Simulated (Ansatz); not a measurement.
Input file:

```
crystal:
  lattice:
    - [4.1408635615, 0.0, 0.0]
    - [0.0, 4.1408635615, 0.0]
    - [0.0, 0.0, 4.1408635615]
  atoms:
    - { symbol: Nb, position: [0.5, 0.5, 0.5] }
    - { symbol: Cr, position: [0.0, 0.0, 0.0], spin: 4.2 }
    - { symbol: C, position: [0.0, 0.5, 0.5] }
    - { symbol: C, position: [0.5, 0.0, 0.5] }
    - { symbol: C, position: [0.5, 0.5, 0.0] }
basis:
  ecutwfc: 420
kpoints:
  mp_grid: { grid: [10, 10, 10] }
  band_path:
    path:
      - [[0.0, 0.0, 0.0], [0.0, 0.5, 0.0], [0.5, 0.5, 0.0], [0.0, 0.0, 0.0], [0.5, 0.5, 0.5], [0.0, 0.5, 0.0]]
      - [[0.5, 0.5, 0.5], [0.5, 0.5, 0.0]]
    npoints: 14
hamiltonian:
  xc: pbe
scf:
  occupations: { method: gaussian, width: 0.1 }
  n_extra_bands: 12
output:
  forces: true
  stress: true
  eigenvalues: true
  populations: true
  dos: { projected: true, de: 0.02, nscf_kmesh: { grid: [12, 12, 12] } }
  bader: true
  write_density: true
  write_potential: true
  elf: true
  volumetric_format: npy
magnetization:
  spin_polarized: true
checkpoint:
  read: start.run
  write: ck
  compress: false
  write_wavefunctions: false
  write_every: 100000
```

Run with:

```sh
ansatz run input.yaml --threads 1 --pin off --max-ram 2560MiB --backend cpu --events-out ev --progress --plain --runs-dir out
```

Below, planes, directions and counts refer to the conventional cell (a = 4.14 Å, b = 4.14 Å, c = 4.14 Å, α = 90.00°, β = 90.00°, γ = 90.00°).

Space group Pm-3m; a structure generated by program, which may or may not match a known phase; spin-polarised.

Level of theory: DFT PBE, scalar-relativistic, plane waves, PAW in Ansatz 0.2.0.

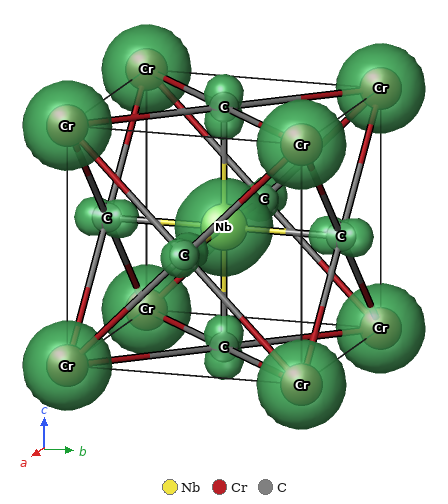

NbCrC3. Isosurface of the valence pseudo-density at 1.5 e/Å³ (green), seen slightly off an axis. Sticks mark near contacts.

The density is the valence pseudo-density of a PAW calculation; it isn't the true density close to the nuclei.

> How is the density connected at this value?

At this value the density breaks into separate islands; it holds about 45 % of the electrons treated as valence (semicore included). It bridges none of the near contacts. It is pinched off along the shortest Nb–C (2.07 Å) and Cr–C (2.93 Å) contacts. On the grid the lowest density along these lines, outside the cores, is 0.8 e/Å³ (Nb–C, 2.07 Å) and 0.12 e/Å³ (Cr–C, 2.93 Å).
